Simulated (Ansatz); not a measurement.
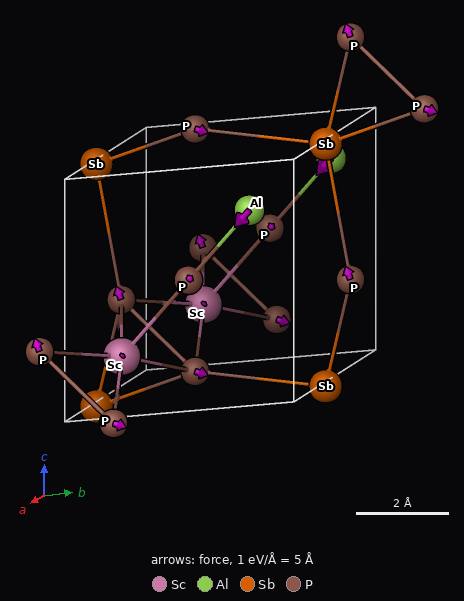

Starting geometry of solid ScAlSbP3 (a generated structure, set up in Amm2) with the computed forces as purple arrows. Style: ball-and-stick. Shown: the cell of the calculation, slightly off an axis.

Level of theory: DFT PBE, scalar-relativistic, plane waves, PAW (Ansatz 0.2.0).

The input:
```yaml
crystal:
  lattice:
    - [4.8595197648, 0.0, 0.0]
    - [0.0, 3.5296223508, 4.2238350027]
    - [0.0, -3.5296223508, 4.2238350027]
  atoms:
    - { symbol: Sc, position: [0.0, 0.2492557316, 0.2492557316] }
    - { symbol: Al, position: [0.0, 0.8060414356, 0.8060414356] }
    - { symbol: Sb, position: [0.5, 0.9602347533, 0.9602347533] }
    - { symbol: P, position: [0.0, 0.5397613569, 0.5397613569] }
    - { symbol: P, position: [0.5, 0.0688350668, 0.3910516859] }
    - { symbol: P, position: [0.5, 0.3910516859, 0.0688350668] }
basis:
  ecutwfc: 420
kpoints:
  mp_grid: { grid: [8, 8, 8] }
hamiltonian:
  xc: pbe
scf:
  occupations: { method: gaussian, width: 0.1 }
output:
  forces: true
  stress: true
  eigenvalues: true
relax:
  adjacent_minimum: "off"
  f_tol: 0.01
  max_steps: 80
  cell: { stress_tol: 0.05 }
```

Command:
```bash
ansatz run input.yaml --threads 1 --pin off --max-ram 2560MiB --backend cpu --events-out ev --progress --plain --runs-dir out
```

What follows when this structure is relaxed?

It isn't relaxed: the largest force vector, on Al2, is 0.12 eV/Å. The final displacements follow the starting forces only in part (cosine between the two patterns 0.40). The largest move relative to the cell is that of Sc1, 0.033 Å along [0 −1 −1]. Largest moves by element: Sc 0.033 Å, P 0.028 Å, Al 0.011 Å, Sb 0.011 Å. The drawn cell changes as follows: a 4.860 → 4.869 Å (+0.2 %), b = c 5.504 → 5.466 Å (−0.7 %), α 79.8° → 79.3°; the volume changes by −1.4 %. Among the contacts that change: Sb3–P5 3.083 → 3.037 Å, Sc1–P4 2.454 → 2.463 Å, Sb3–P5 (another image) 2.546 → 2.552 Å, Al2–P4 2.249 → 2.245 Å. Among the angles between lasting bonds that change: P5–Sc1–P6 173.0° → 175.5°. The space group stays Amm2 (No. 38). After 5 accepted moves (6 points after the start) the energy has fallen by 0.5 meV per atom. Largest force component: 0.12 eV/Å at the start, 0.0086 eV/Å at the end. The pressure goes from −0.07 to 0.02 GPa. The SCF was repeated once at an unchanged geometry on a basis and grid sized afresh for the cell, which shifted the energy by 0.1 meV per atom at most.
